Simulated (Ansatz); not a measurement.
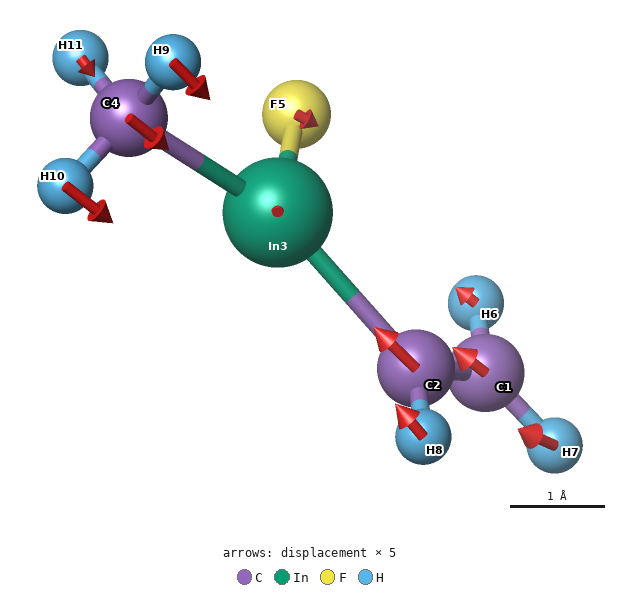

This is a relaxation of C$_{3}$H$_{6}$FIn. The starting structure is drawn; red arrows show the displacements, 5 times their true length. The two geometries are superimposed by the best rigid fit.

A ball-and-stick model, seen from a free direction.

The start comes from GFN2-xTB.

Computed with Ansatz 0.2.0, RKS PBE0-D4/def2-TZVP. Set-up: force threshold 0.005 eV/Å; at most 150 steps.

What did the optimiser do to the structure, and how much energy did it gain?

Answer. H10 moves most after the best rigid fit: 0.14 Å. By element the largest moves are H 0.14 Å, C 0.13 Å, F 0.06 Å, In 0.02 Å. Near-neighbour distances that change, for instance: C2–In3 2.237 → 2.114 Å, In3–C4 2.249 → 2.127 Å, C1–C2 1.317 → 1.331 Å, In3–F5 1.992 → 1.981 Å. Bond angles that change, for instance: In3–C4–H11 104.3° → 108.3°, C1–C2–H8 122.8° → 119.3°, In3–C2–H8 119.0° → 122.2°. Over 8 geometry steps the energy falls by 4.15 kcal/mol. Largest force component: 1.2 eV/Å at the start, 0.0031 eV/Å at the end. Cost: 15 s on 4 threads of AMD EPYC 9R45 96-Core, on a shared host.
